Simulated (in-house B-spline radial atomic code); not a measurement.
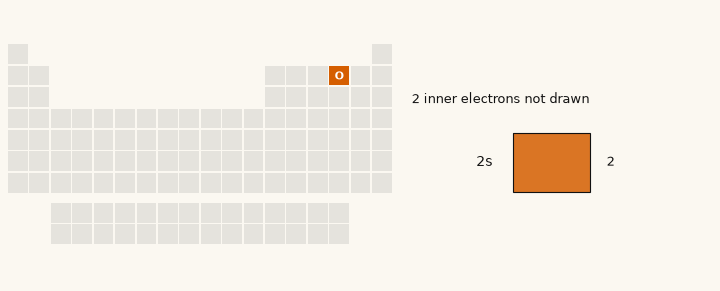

Left, the place of oxygen in the periodic table; right, the outer shells as the input fills them: a box for each of the 2l + 1 orbitals, shaded by the share of the shell that is filled, with the electron count at the right.

O⁴⁺: RPA and GW calculation

- system: O⁴⁺, configuration [He] 2s2.
- method: RPA, second-order and SOSEX correlation energies and G0W0 (contour deformation) on a non-relativistic mean field, all electrons, B-spline basis (in-house B-spline radial atomic code)

## Input file
```
Z = 8
electrons = 4.0
configuration = [He] 2s2
hamiltonian = nr
method = oep
lmax = 9
spin_polarised = False
box_radius = 11.96
intervals = 62
ion_configuration = [He] 2s1
```

Hardware: 1 thread of Arm Neoverse N1, 60 GiB of memory available, shared host.

The run was one of a batch that the task file lists, launched with:
```bash
python <driver script> task.json out
```

The program writes its results to a structured record and prints no log; tables and figures of this report are taken from that record.

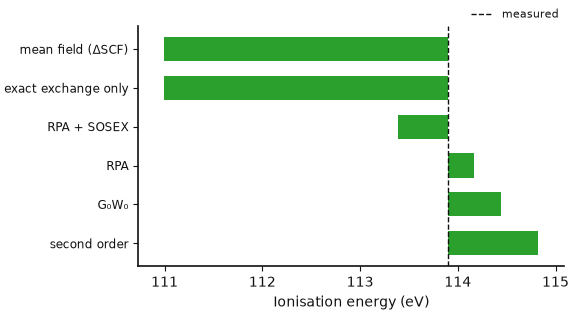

The ionisation energy of O⁴⁺ ([He] 2s² → [He] 2s) across levels of theory. All-electron spherical atom, non-relativistic, exchange-only OEP start, no spin-orbit coupling, Breit or QED terms; computed with a B-spline radial code. Differences of total energies, each species on its own start, beside the G₀W₀ level. The values run from 111.00 eV (mean field (ΔSCF) and exact exchange only) to 114.82 eV (second order). The measured value is 113.90 eV; nearest to it come RPA (+0.27) and RPA + SOSEX (−0.51), furthest exact exchange only (−2.90 eV).

| Method | Ionisation energy (eV) |
| --- | --- |
| mean field (ΔSCF) | 111.00 |
| exact exchange only | 111.00 |
| second order | 114.82 |
| RPA | 114.17 |
| RPA + SOSEX | 113.39 |
| G₀W₀ | 114.44 |

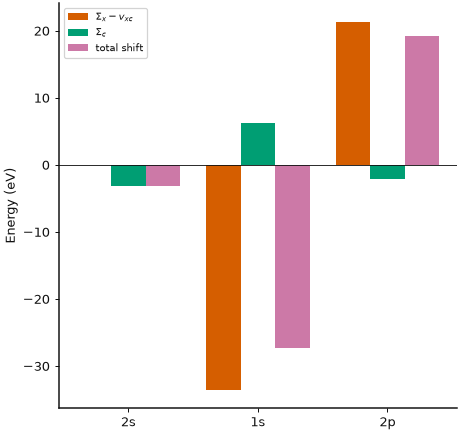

Parts of the G₀W₀ correction to each level for O⁴⁺ ([He] 2s²). The quasi-particle equation is solved at full frequency; levels of low quasi-particle weight Z are left out. Σ columns are in eV, and Σc holds an estimate for the angular momenta beyond the basis. G₀W₀ moves the highest occupied level, 2s, from −111.31 to −114.44 eV (renormalisation factor Z = 0.92); the measured removal energy is 113.90 eV, so the error is +0.55 eV. The empty level 2p goes from −97.63 to −78.38 eV.

| Level | Mean field (eV) | Σx − vxc (eV) | Σc (eV) | Z | G₀W₀ (eV) |
| --- | --- | --- | --- | --- | --- |
| 2s | −111.31 | 0.00 | −3.13 | 0.92 | −114.44 |
| 1s | −635.65 | −33.50 | 6.26 | 0.90 | −662.89 |
| 2p | −97.63 | 21.35 | −2.11 | 0.96 | −78.38 |

## Summary

- outcome: converged
- mean-field total energy: −68.25692 hartree
- total energy with exact exchange alone: −68.25692 hartree
- exact exchange energy: −5.95414 hartree
- RPA correlation, extrapolated in the angular momentum of the empty orbitals: −0.27023 hartree
- RPA correlation, as summed: −0.26992 hartree
- direct second-order term: −0.37865 hartree
- second-order exchange term: 0.18620 hartree
- SOSEX term: 0.13264 hartree
- wall time: 2.8 s
